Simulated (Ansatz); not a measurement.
C4H4: several calculations on one system

### Relaxation

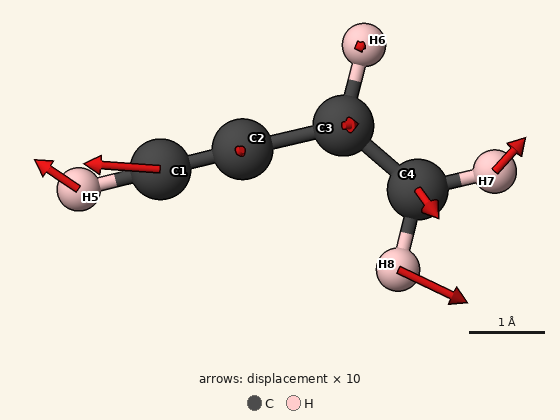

A relaxation of C4H4 (coarse preliminary run). The starting structure is drawn; red arrows show the displacements, 10 times their true length. The two geometries are superimposed by the best rigid fit.

The picture is a ball-and-stick view, seen at a tilt.

Computed with RKS PBE-D4/def2-SVP (Ansatz). Set-up: force threshold 0.03 eV/Å; at most 250 steps.

What happened in the run?

The largest moves after the best rigid fit, 0.11 Å, are those of C1 and H8. By element the largest moves are C 0.11 Å, H 0.11 Å. Some distances before and after: C1–C2 1.136 → 1.227 Å, C1–H5 1.132 → 1.081 Å, C4–H7 1.064 → 1.100 Å, C3–C4 1.319 → 1.354 Å. Among the angles between lasting bonds that change: C3–C4–H7 126.2° → 120.7°, C3–C4–H8 116.7° → 121.4°, C4–C3–H6 116.2° → 119.2°. The optimiser took 6 steps. The run took of the order of 17 core-seconds on a shared host.

### Relaxation

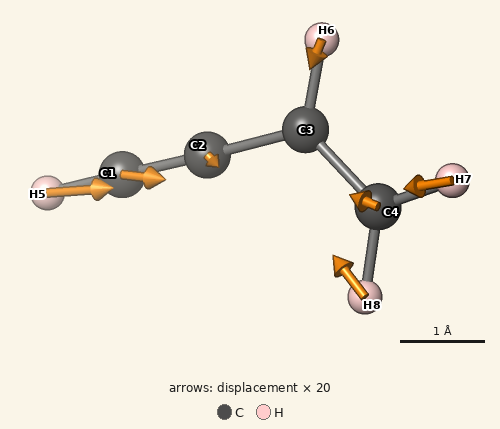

A relaxation of C4H4. The starting structure is drawn; orange arrows show the displacements, 20 times their true length. The two geometries are superimposed by the best rigid fit.

The picture is a ball-and-stick view, seen at a tilt.

Theory: RKS PBE0-D4/def2-TZVP (Ansatz). Settings: force threshold 0.005 eV/Å; at most 200 steps.

> Which element moves most?

Hydrogen: up to 0.047 Å, against 0.031 Å for carbon.

> Describe the change and its energy.

The energy falls by 6.33 kJ/mol in 4 accepted moves (5 points after the start). Largest force component: 1.2 eV/Å at the start, 0.0023 eV/Å at the end. The line search rejected the trial step at point 3 of the run. H5 moves most after the best rigid fit: 0.047 Å. By element the largest moves are H 0.047 Å, C 0.031 Å. Some distances before and after: C1–C2 1.227 → 1.203 Å, C3–C4 1.354 → 1.332 Å, C3–H6 1.106 → 1.087 Å, C4–H7 1.100 → 1.083 Å.

### Scan

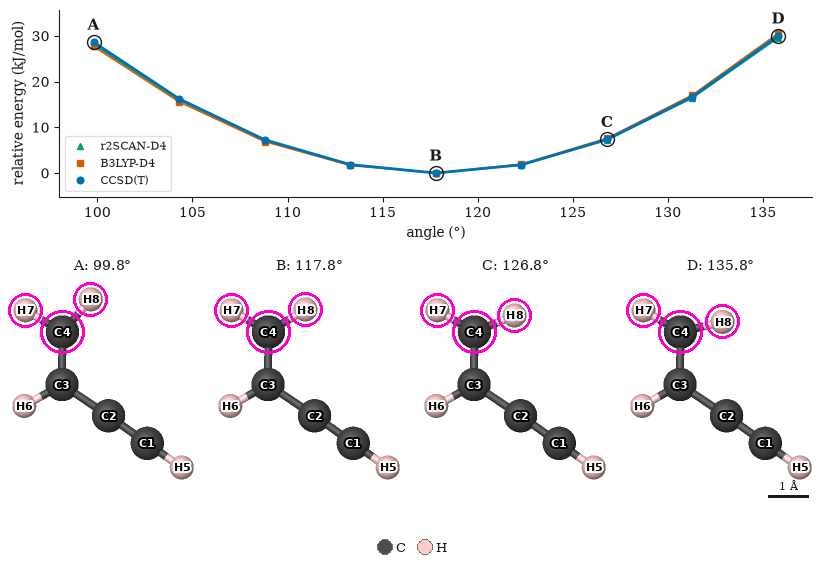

A scan of C4H4: the H8–C4–H7 angle is varied, with the rest of the molecule carried along rigidly. The lettered frames are marked on the plot, at the values of CCSD(T). Style: ball-and-stick. Shown onto the plane of the angle. The ringed atoms are those of the scanned coordinate.

Single-point energies from Ansatz with CCSD(T), B3LYP-D4, r2SCAN-D4 in the def2-TZVPP basis, on geometries moved rigidly from the minimum at PBE0-D4/def2-TZVP. Coupled cluster with a frozen core. Energies are counted from the PBE0-D4/def2-TZVP minimum geometry at the same level.

Q: Describe the profile.

A: With CCSD(T): the lowest computed point lies at the angle 117.8° (0.0 kJ/mol). At the ends of the scan the energy is 28.6 kJ/mol (99.8°) and 30.0 kJ/mol (135.8°). The curvature at the lowest point is about 6.1 eV/rad². At 135.8° the levels give r2SCAN-D4 29.6 kJ/mol, CCSD(T) 30.0 kJ/mol, B3LYP-D4 30.5 kJ/mol. Closest to CCSD(T) there is r2SCAN-D4. At 99.8° to 135.8° the mean-field solution behind CCSD(T) isn't stable (a lower one of broken symmetry exists), so those energies are less reliable.

### Scan

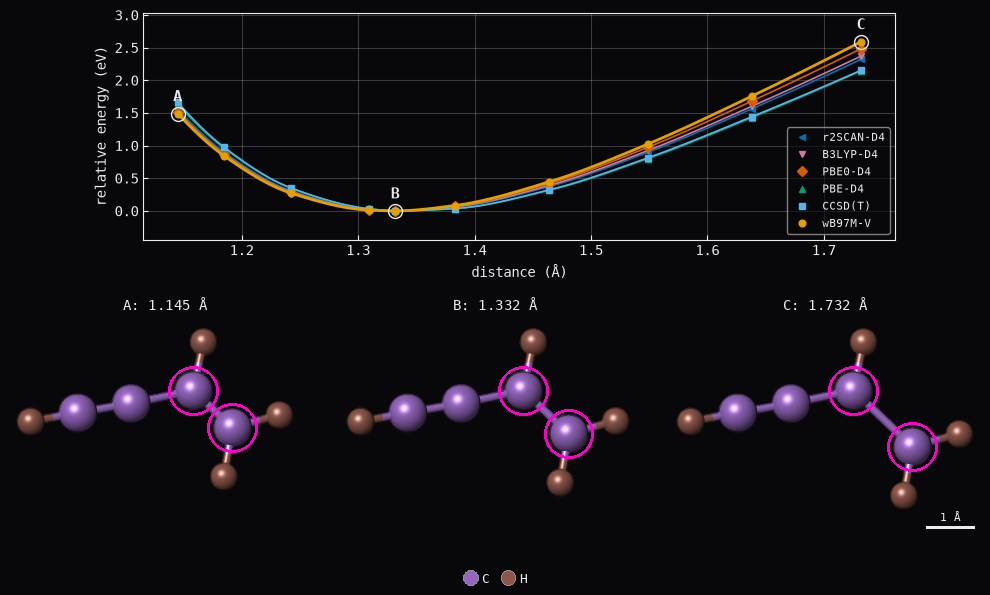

A scan of C₄H₄: one C–C bond length is varied, with the rest of the molecule carried along rigidly. The lettered frames are marked on the plot, at the values of wB97M-V. A ball-and-stick model, seen at a tilt. The ringed atoms are those of the scanned coordinate.

Levels of theory: wB97M-V, CCSD(T), PBE-D4, PBE0-D4, B3LYP-D4, r2SCAN-D4 (def2-TZVPP, Ansatz), on geometries moved rigidly from the minimum at PBE0-D4/def2-TZVP. Coupled cluster with a frozen core. Energies are counted from the PBE0-D4/def2-TZVP minimum geometry at the same level.

**Describe the profile.**

With wB97M-V: the lowest computed point lies at the distance 1.332 Å (0.000 eV). The curvature at the lowest point is about 62 eV/Å² (10 mdyn/Å). The well is steeper on the short side, as for any bond. At 1.732 Å the levels give PBE-D4 2.144 eV, CCSD(T) 2.153 eV, r2SCAN-D4 2.321 eV, B3LYP-D4 2.371 eV, PBE0-D4 2.484 eV, wB97M-V 2.591 eV. Closest to CCSD(T) there is PBE-D4. At 1.309 Å to 1.732 Å the mean-field solution behind CCSD(T) isn't stable (a lower one of broken symmetry exists), so those energies are less reliable.

The computed points:

Energies in eV.

```csv
distance (Å),wB97M-V,CCSD(T),PBE-D4,PBE0-D4,B3LYP-D4,r2SCAN-D4
1.145,1.490,1.661,1.633,1.519,1.524,1.557
1.185,0.841,0.974,0.959,0.865,0.873,0.897
1.242,0.274,0.354,0.350,0.290,0.297,0.311
1.309,0.012,0.033,0.033,0.017,0.019,0.023
1.332,0.000,0.000,0.000,0.000,0.000,0.000
1.383,0.082,0.036,0.034,0.072,0.063,0.056
1.464,0.444,0.321,0.313,0.416,0.390,0.373
1.549,1.024,0.813,0.800,0.974,0.925,0.897
1.638,1.755,1.441,1.426,1.680,1.600,1.562
1.732,2.591,2.153,2.144,2.484,2.371,2.321
```
